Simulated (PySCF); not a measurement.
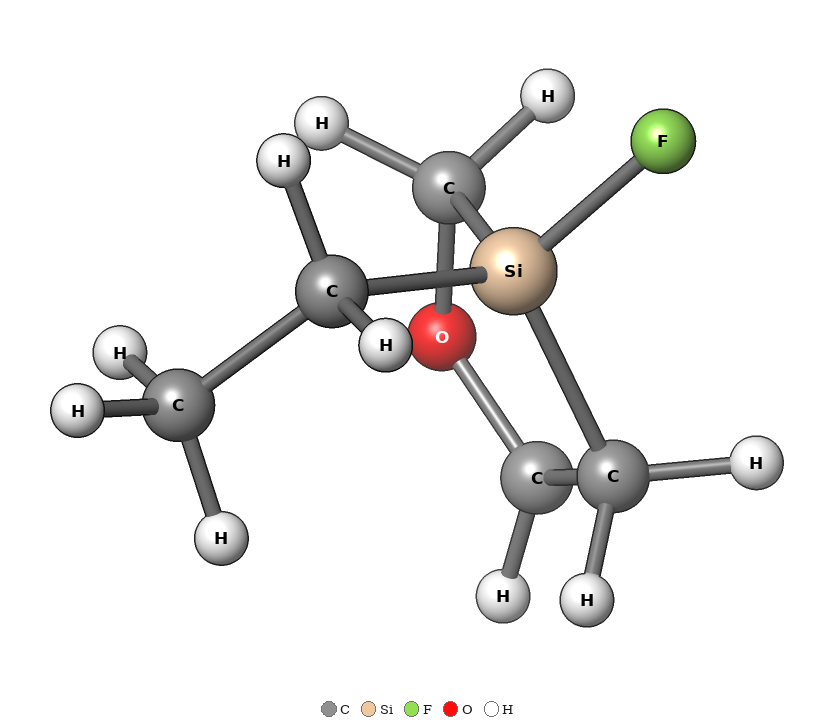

State: neutral, doublet. The geometry was computed by an optimisation with GFN2-xTB. No frequency run is at hand to confirm it as a minimum. Properties computed with UKS B3LYP, pcH-1 on C F H O Si, non-relativistic (PySCF 2.14.0).

> Estimate the ⟨S²⟩ of the determinant.

0.754.

> Estimate the isotropic g value.

2.00342.

The geometry is semi-empirical. Around Si such bond lengths and angles can be off by a tenth of an ångström or more and by several degrees, and values that hang on the shape move with them.
